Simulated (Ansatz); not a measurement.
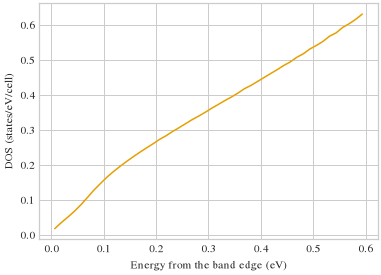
Fig. 1. Density of states of InP (F-43m) below the valence band maximum, Ansatz (a first-principles code) with PBEsol with spin-orbit coupling, rigid bands; cell volume 50.8 Å³.

What effective density of states at 300 K does this give (∫ g(E) exp(−E/k_BT) dE, both spins, divided by the cell's size)?

2.2e19 cm⁻³, a density-of-states mass of 0.93 mₑ, valleys and band degeneracy included.

Geometry: cell and atoms relaxed with PBEsol.
